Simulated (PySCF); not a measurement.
## What a change does: excited-state calculation on C₃H₁₀Si₂

System: C₃H₁₀Si₂.
Method of run 1: TDDFT LDA/def2-SVPD, vertical, gas phase, core orbitals frozen in the response (PySCF 2.14.0).

The geometry comes from this level: PBE0-D3(BJ)/def2-SVP. Text and figures count atoms from 1; the logs count them from 0 in places.

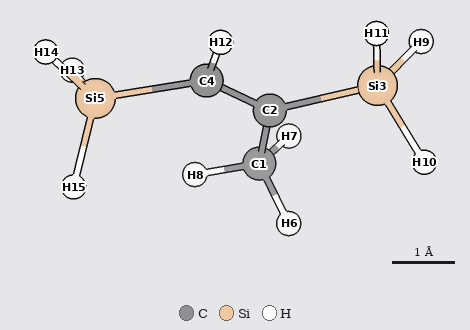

Fig. 1: The input geometry (ball-and-stick view, seen at a tilt; atoms are numbered from 1 in the order of the input).

### Input file, run 1
```
{"job": {"kind": "uv", "xc": "LDA", "basis": "def2-SVPD", "ip": true}, "charge": 0, "multiplicity": 1}
C     -0.477545     1.420300     0.261957
C     -0.459862    -0.034329    -0.110049
Si    -2.090252    -0.797225    -0.670732
C      0.650539    -0.799188    -0.061293
Si     2.361145    -0.225982     0.468458
H     -1.173162     1.603567     1.098192
H     -0.832887     2.038989    -0.579362
H      0.513015     1.798109     0.560565
H     -2.604785    -0.090905    -1.886601
H     -3.128408    -0.651538     0.398652
H     -1.892454    -2.244290    -0.979773
H      0.559726    -1.855182    -0.350028
H      2.854079     0.907281    -0.376274
H      3.315038    -1.367158     0.330237
H      2.372625     0.233720     1.893097
```

The first line tells a small driver script what to run in PySCF; the rest is the geometry in Å.

Command:
```bash
OMP_NUM_THREADS=1 python <driver script> task.json out
```

Hardware: 1 CPU thread, shared host.

### Output (run 1)
```
coarse grid: 12712 points
cycle   1  E = -695.3788274277  dE = -2.595e-02  |g| = 4.796e-01  |ddm| = 5.259e+00
cycle   2  E = -695.2437793483  dE =  1.350e-01  |g| = 8.228e-01  |ddm| = 1.957e+00
cycle   3  E = -695.4430029904  dE = -1.992e-01  |g| = 9.010e-02  |ddm| = 1.347e+00
cycle   4  E = -695.4453797463  dE = -2.377e-03  |g| = 4.191e-02  |ddm| = 2.404e-01
cycle   5  E = -695.4458197527  dE = -4.400e-04  |g| = 9.263e-03  |ddm| = 6.916e-02
cycle   6  E = -695.4458388305  dE = -1.908e-05  |g| = 4.731e-03  |ddm| = 2.322e-02
cycle   7  E = -695.4458445087  dE = -5.678e-06  |g| = 1.900e-03  |ddm| = 8.957e-03
final grid: 111200 points
cycle   8  E = -695.5510776735  dE = -1.952e-05  |g| = 6.574e-03  |ddm| = 1.082e-01
cycle   9  E = -695.5509953676  dE =  8.231e-05  |g| = 1.822e-02  |ddm| = 3.307e-02
cycle  10  E = -695.5510892051  dE = -9.384e-05  |g| = 1.663e-03  |ddm| = 2.467e-02
cycle  11  E = -695.5510899417  dE = -7.366e-07  |g| = 2.087e-04  |ddm| = 2.659e-03
cycle  12  E = -695.5510899523  dE = -1.056e-08  |g| = 8.071e-05  |ddm| = 5.798e-04
cycle  13  E = -695.5510899542  dE = -1.952e-09  |g| = 2.669e-05  |ddm| = 1.897e-04
cycle  14  E = -695.5510899544  dE = -2.012e-10  |g| = 4.484e-06  |ddm| = 4.947e-05
converged SCF energy = -695.5510899544

Static polarisability (au): isotropic 103.268, principal 79.383 96.118 134.302

Singlet excitations
state   eV       nm        f      main configurations
  1   5.3306    232.6   0.00008   H-1->L 0.99
  2   5.7625    215.2   0.33757   H->L 0.86, H-5->L 0.08
  3   6.0672    204.4   0.00058   H->L+1 0.99
  4   6.2235    199.2   0.00470   H-2->L 0.96
  5   6.3193    196.2   0.00008   H-3->L 0.97
  6   6.4931    190.9   0.00057   H-1->L+1 0.50, H-4->L 0.49
  7   6.6105    187.6   0.00154   H->L+2 0.98
  8   6.6298    187.0   0.00074   H-1->L+1 0.47, H-4->L 0.46
  9   6.7655    183.3   0.00253   H->L+3 0.99
 10   6.8831    180.1   0.04105   H-5->L 0.80

Triplet excitations (Tamm-Dancoff, eV): 4.1095 4.8632 5.9920 6.0959
Vertical ionisation energy (delta-SCF) = 9.3837 eV
Vertical electron affinity (delta-SCF) = -0.4970 eV
```

The input of run 2 differs as follows (lines with − go, lines with + come):
```diff
-"xc": "LDA"
+"xc": "PBE"
```

Predict how the results change.

The total energies belong to different methods, so their difference says nothing on which is more stable or more accurate. The HOMO goes from −6.68 to −6.58 eV. The LUMO goes from −2.03 to −1.87 eV. The lowest excitation goes from 5.33 to 5.39 eV. The strongest computed line goes from 5.76 to 5.84 eV. The functional changes from LDA to PBE. The number of SCF iterations is the same.

### Output (run 2)
```
coarse grid: 12712 points
cycle   1  E = -698.3621730699  dE = -3.287e-02  |g| = 4.584e-01  |ddm| = 5.185e+00
cycle   2  E = -698.2565766182  dE =  1.056e-01  |g| = 7.484e-01  |ddm| = 1.840e+00
cycle   3  E = -698.4212665106  dE = -1.647e-01  |g| = 8.641e-02  |ddm| = 1.222e+00
cycle   4  E = -698.4235985718  dE = -2.332e-03  |g| = 3.566e-02  |ddm| = 2.390e-01
cycle   5  E = -698.4239292083  dE = -3.306e-04  |g| = 8.134e-03  |ddm| = 6.355e-02
cycle   6  E = -698.4239454610  dE = -1.625e-05  |g| = 3.306e-03  |ddm| = 2.019e-02
cycle   7  E = -698.4239475125  dE = -2.051e-06  |g| = 1.942e-03  |ddm| = 6.578e-03
final grid: 111200 points
cycle   8  E = -698.5437506123  dE = -1.537e-05  |g| = 1.030e-02  |ddm| = 1.216e-01
cycle   9  E = -698.5436645649  dE =  8.605e-05  |g| = 2.001e-02  |ddm| = 4.080e-02
cycle  10  E = -698.5437759425  dE = -1.114e-04  |g| = 4.103e-03  |ddm| = 2.866e-02
cycle  11  E = -698.5437806883  dE = -4.746e-06  |g| = 4.802e-04  |ddm| = 6.080e-03
cycle  12  E = -698.5437807559  dE = -6.757e-08  |g| = 1.525e-04  |ddm| = 1.213e-03
cycle  13  E = -698.5437807618  dE = -5.933e-09  |g| = 2.150e-05  |ddm| = 2.478e-04
cycle  14  E = -698.5437807620  dE = -1.303e-10  |g| = 6.669e-06  |ddm| = 6.242e-05
converged SCF energy = -698.5437807620

Static polarisability (au): isotropic 100.734, principal 77.344 93.839 131.019

Singlet excitations
state   eV       nm        f      main configurations
  1   5.3922    229.9   0.00007   H-1->L 0.99
  2   5.8363    212.4   0.34960   H->L 0.87
  3   6.1442    201.8   0.00055   H->L+1 1.00
  4   6.3645    194.8   0.00500   H-2->L 0.97
  5   6.4617    191.9   0.00003   H-3->L 0.97
  6   6.6007    187.8   0.00128   H-1->L+1 0.67, H-4->L 0.32
  7   6.6802    185.6   0.00119   H->L+2 0.98
  8   6.7286    184.3   0.00110   H-4->L 0.62, H-1->L+1 0.30
  9   6.8303    181.5   0.00613   H->L+3 0.94
 10   6.9040    179.6   0.00125   H->L+4 0.94

Triplet excitations (Tamm-Dancoff, eV): 3.9226 4.8363 6.0547 6.2103
Vertical ionisation energy (delta-SCF) = 9.2633 eV
Vertical electron affinity (delta-SCF) = -0.6110 eV
```

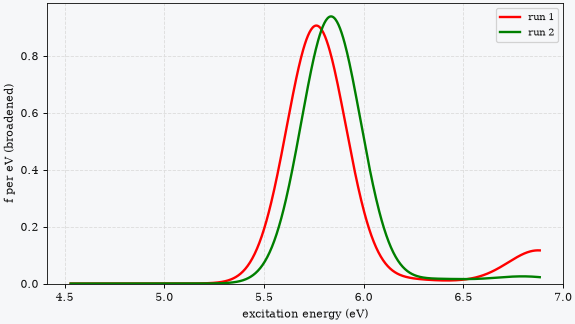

Fig. 2: Absorption of the two runs from their computed states, each broadened by a Gaussian of 0.35 eV full width; the range ends where the shorter list of states ends.

### The two runs side by side

| quantity | run 1 | run 2 |
| --- | --- | --- |
| outcome | converged | converged |
| total energy (hartree) | −695.551090 | −698.543781 |
| HOMO (eV) | −6.68 | −6.58 |
| LUMO (eV) | −2.03 | −1.87 |
| dipole moment (D) | 0.62 | 0.59 |
| lowest excitation (eV) | 5.33 | 5.39 |
| SCF iterations | 14 | 14 |
| strongest computed line (eV) | 5.76 | 5.84 |
| basis functions | 188 | 188 |
| wall time (shared host) | 1.9 min | 3.1 min |
